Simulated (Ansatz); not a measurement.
**N2H3 (hydrazinyl radical): RPA@PBE/STO-3G**

Aim: the electronic atomisation energy of N2H3 (hydrazinyl radical) at RPA@PBE/STO-3G, from 3 runs. 

The results are computed with Ansatz 0.2.0.

30 further runs of the same task are left out: 30 set aside as unsound or not needed.

## Step 1: Starting point

The species is N2H3 (5 atoms), meant as a doublet with charge 0. As SMILES, `[NH]N`. Geometry: relaxed at PBE0-D4/def2-TZVP. This is one conformer, not always the lowest.

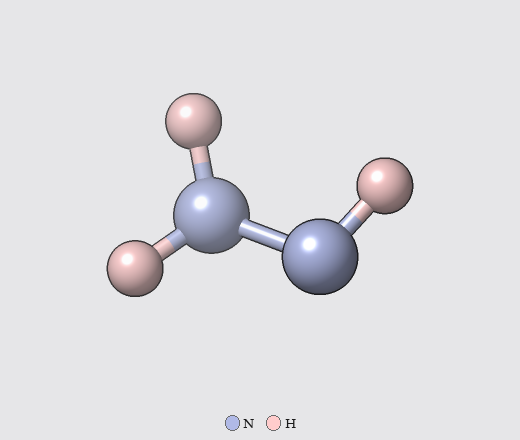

Viewed from a chosen angle; nitrogen light blue, hydrogen pink.

## Step 2: A single-point energy at RPA@PBE/STO-3G

File input.yaml:

```yaml
crystal:
  periodic: [false, false, false]
  atoms:
    - symbol: "N"
      position_ang: [-0.187600, -0.818050, 0.454040]
    - symbol: "N"
      position_ang: [-0.128660, 0.235610, -0.368450]
    - symbol: H
      position_ang: [0.759840, -0.951450, 0.811270]
    - symbol: H
      position_ang: [-1.030950, 0.592300, -0.640030]
    - symbol: H
      position_ang: [0.587360, 0.941580, -0.256830]
basis:
  gaussian: {orbitals: STO-3G}
magnetization: {spin_polarized: true, initial_magnetization: 1}
correlation: {method: rpa, frozen_orbitals: {H: 0, "N": 1}}
accuracy: high
hamiltonian: {xc: {name: PBE}}
```

Started as:

```bash
$ ansatz run input.yaml --threads 1 --pin off --max-ram 3480MiB --events-out events.jsonl --progress --plain --runs-dir runs
```

Standard output:

```text
Warning: RAYON_NUM_THREADS=1 ignored (pool sized by the plan → 1); use --threads N
Functional definition: PBE
  name "PBE"
  parameter kappa = 0.804
  parameter beta = 0.06672455060314922
  exchange = pbe_x(kappa = kappa, mu = beta*pi^2/3)
  correlation = pbe_c(beta = beta)
209 factors; integrals over basis functions are off by at most 1.2e-8 eV
mean field evaluation 1: about -2981.7484 eV, gradient 1.1e1 eV
mean field evaluation 2: about -2981.7078 eV, gradient 1.1e1 eV
mean field evaluation 4: about -2982.6130 eV, gradient 1.7e0 eV
mean field evaluation 8: about -2982.6304 eV, gradient 1.4e-2 eV
mean field evaluation 16: about -2982.6304 eV, gradient 4.6e-7 eV
mean field -2982.63037299 eV, -109.6096445080 hartree, gradient 7.0e-8 eV, S^2 0.750853; 0 other end points of the search recorded, 0 dependent functions left out
2 core orbitals not correlated: weight in the atoms' cores, before any rotation towards them, 1.000 or more for the frozen orbitals, at most 0.000 for the correlated occupied ones
reference -2969.63213349 eV, -109.1319680169 hartree; 7, 6 occupied and 4, 5 virtual orbitals, 209 factors
Total energy: -2974.64653970 eV, -109.3162440462 hartree
```

Run time: 1.3 s. Hardware: 1 thread of Arm Neoverse V1, shared host; peak memory 0.11 GiB.

## Step 3: The H atom, same level

File run.yaml:

```yaml
crystal:
  periodic: [false, false, false]
  atoms:
    - {symbol: H, position_ang: [0.000000, 0.000000, 0.000000]}
basis:
  gaussian: {orbitals: STO-3G}
correlation: {method: rpa, frozen_orbitals: {H: 0}}
accuracy: high
hamiltonian: {xc: {name: PBE}}
magnetization: {spin_polarized: true, initial_magnetization: 1}
```

Run the same way, it converges to -0.46658 Eh (log not shown).

## Step 4: The N atom, same level

File input.yaml:

```yaml
crystal:
  periodic: [false, false, false]
  atoms:
    - symbol: N
      position_ang: [0.000000, 0.000000, 0.000000]
basis:
  gaussian:
    orbitals: STO-3G
accuracy: high
magnetization:
  spin_polarized: true
  initial_magnetization: 3
hamiltonian:
  xc: pbe
correlation:
  method: rpa
  frozen_orbitals: {"N": 1}
```

Run the same way, it converges to -53.74680 Eh (log not shown).

## Step 5: Results

At RPA@PBE/STO-3G, 2 core orbitals frozen:

```
                                   quantity          value
                     molecule: total energy  -109.31624 Eh
 molecule: RPA correlation energy (valence)     -184.3 mEh
molecule: ⟨S²⟩ of the reference determinant          0.751
                       H atom: total energy    -0.46658 Eh
             H atom: RPA correlation energy        0.0 mEh
  H atom: ⟨S²⟩ of the reference determinant          0.750
                       N atom: total energy   -53.74680 Eh
   N atom: RPA correlation energy (valence)      -27.8 mEh
  N atom: ⟨S²⟩ of the reference determinant          3.750
              electronic atomisation energy      11.508 eV
```

Taking the molecule apart into free atoms costs 11.51 eV (265 kcal/mol), before zero-point energy and without spin-orbit coupling. In a minimal basis such a difference can be off by several eV, whatever the method.
